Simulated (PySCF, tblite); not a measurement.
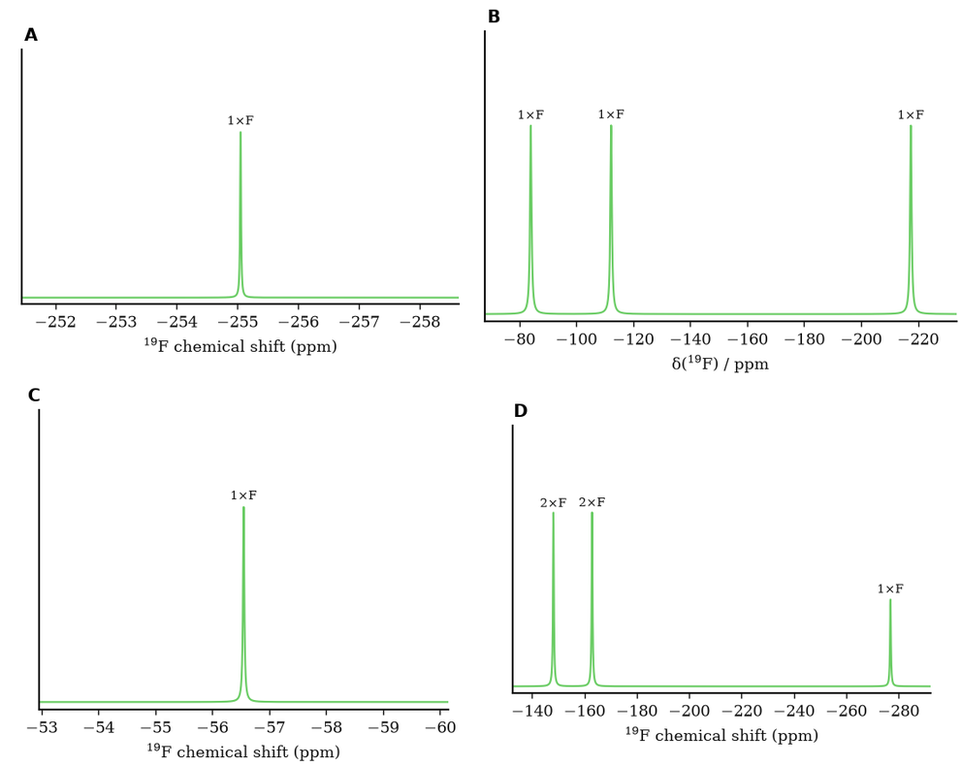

GIAO shifts, PBE0/pcSseg-1 in PySCF 2.14.0, at a GFN2-xTB geometry (a minimum by its frequencies), against CFCl₃ for ¹⁹F computed at the same level (¹⁹F: this reference is a hard case for the method, so all values can be off together by tens of ppm, and differences between signals are safer). Gas phase, fully decoupled, line heights follow the number of nuclei, widths are arbitrary (no quadrupolar broadening); values of one conformer, averaged over nuclei that symmetry or rotation about single bonds exchange, these motions taken as fast; other conformers aren't averaged in.

**Pair each panel with its molecule.**
1. C₃H₃F₅ (1,1,2,2,3-pentafluoropropane), SMILES FCC(F)(F)C(F)F
2. C₅H₉FSi, SMILES FCCCC#C[SiH3]
3. C₂H₅F₃SSi₂, SMILES FC(F)=C(F)[SiH2]S[SiH3]
4. C₅H₁₂FPSi, SMILES C[Si](C)(C)C/P=C/F

A: 2 (−255.1 (1 F) ppm)
B: 3 (−84.1 (1 F), −112.3 (1 F), −217.5 (1 F) ppm)
C: 4 (−56.6 (1 F) ppm)
D: 1 (−148.2 (2 F), −162.9 (2 F), −276.9 (1 F) ppm)

Caveats, for all or some of the runs: the tight-binding geometry is rougher than a DFT one and adds to the error.
